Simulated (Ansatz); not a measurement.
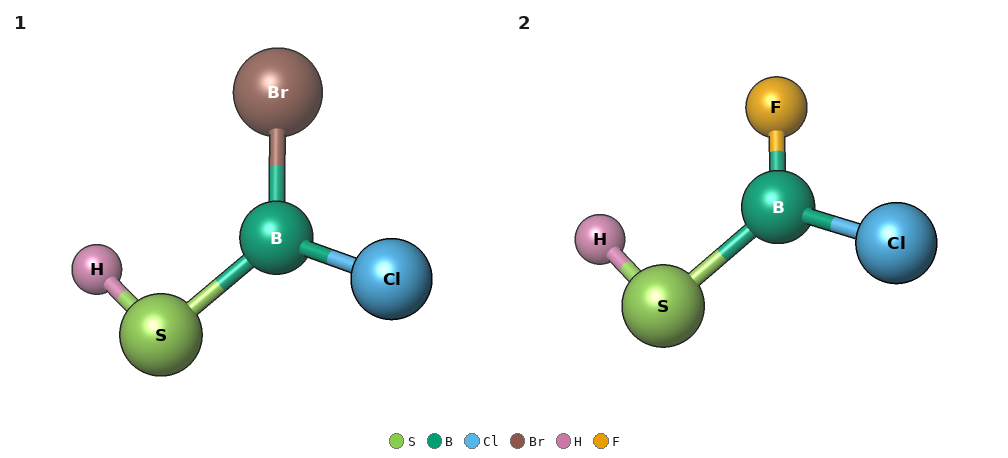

2 molecules with one skeleton, seen from the same side and at one scale. Charge 0, singlet. Computed geometries: PBE0-D4/def2-TZVP optimisations, one conformation each. Properties computed with Ansatz 0.2.0.

One atom differs, called X below: Br in panel 1, F in panel 2. Their formulas are BBrClHS (`SB(Cl)Br`), BClFHS (`FB(S)Cl`).

> In which is the length of X–B larger (PBE0-D4/def2-TZVP)?

In panel 1 (X = Br).

> In which is the HOMO–LUMO gap larger (PBE0-D4/def2-QZVPP)?

In panel 2 (X = F).

Give the values. With PBE0-D4/def2-TZVP: length of X–B (Å), angle Cl–B–X (°). With PBE0-D4/def2-QZVPP: HOMO energy (Kohn–Sham orbital) (eV), HOMO–LUMO gap (eV). With r2SCAN-D4/def2-TZVPP: dipole moment (D).

```json
{"quantity": "length of X–B (Å)", "1 (Br)": "1.912", "2 (F)": "1.319", "2 − 1": "−0.593"}
{"quantity": "angle Cl–B–X (°)", "1 (Br)": "119.6", "2 (F)": "118.8", "2 − 1": "−0.8"}
{"quantity": "HOMO energy (Kohn–Sham orbital) (eV)", "1 (Br)": "−8.33", "2 (F)": "−8.42", "2 − 1": "−0.09"}
{"quantity": "HOMO–LUMO gap (eV)", "1 (Br)": "6.79", "2 (F)": "7.67", "2 − 1": "+0.88"}
{"quantity": "dipole moment (D)", "1 (Br)": "1.16", "2 (F)": "1.19", "2 − 1": "+0.03"}
```
